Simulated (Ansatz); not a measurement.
Input file:

```
crystal:
  periodic: [false, false, false]
  atoms:
    - {symbol: B, position_ang: [-0.673697, -0.436735, 0.322708]}
    - {symbol: O, position_ang: [1.735166, 0.948031, -0.439644]}
    - {symbol: O, position_ang: [-0.802421, -1.539932, -0.454386]}
    - {symbol: O, position_ang: [-1.227547, 0.750908, -0.038145]}
    - {symbol: H, position_ang: [2.079033, 0.873716, 0.454011]}
    - {symbol: F, position_ang: [-0.050876, -0.488858, 1.502586]}
    - {symbol: H, position_ang: [0.955978, 1.505959, -0.353072]}
    - {symbol: H, position_ang: [-0.342480, -2.307141, -0.107161]}
    - {symbol: H, position_ang: [-1.673259, 0.693950, -0.886897]}
basis:
  gaussian: {orbitals: def2-TZVPP}
hamiltonian: {xc: pbe0, dispersion: d4}
output: {orbitals: {seedname: orbitals}}
```

Command:

```sh
ansatz run in.yaml --threads 4 --pin off --events-out ev --progress --plain --max-ram 9574MiB
```

The product side of a reaction path; geometry: PBE0-D4/def2-TZVP.

Method: RKS PBE0-D4/def2-TZVPP in Ansatz 0.2.0.

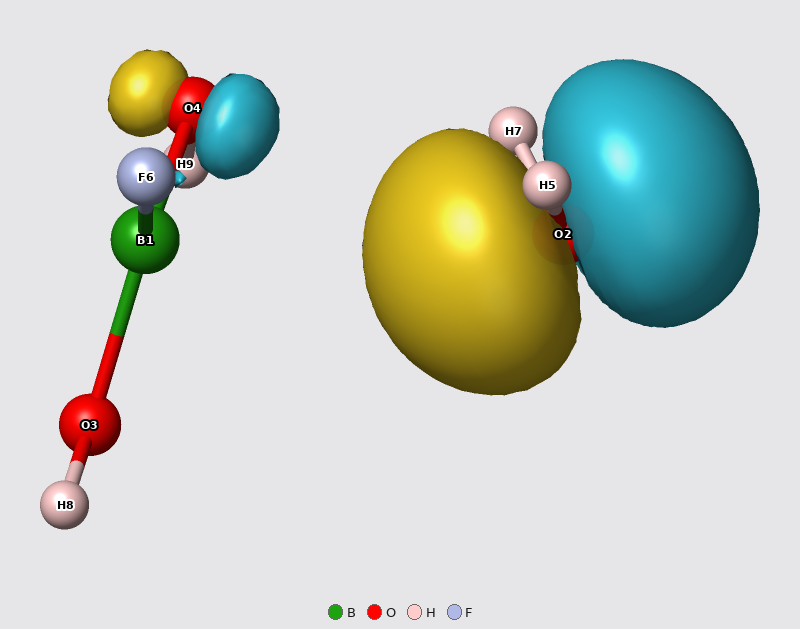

BFH$_{2}$O$_{2}$···H$_{2}$O. The HOMO at ±0.15 Å⁻³ᐟ² (yellow and cyan are the two phases), seen at an oblique angle.

> What is the character of this orbital?

Its weight (Hirshfeld) is mainly on O2 (about 85 %); largely a lone pair of O2. Its energy is −8.90 eV.
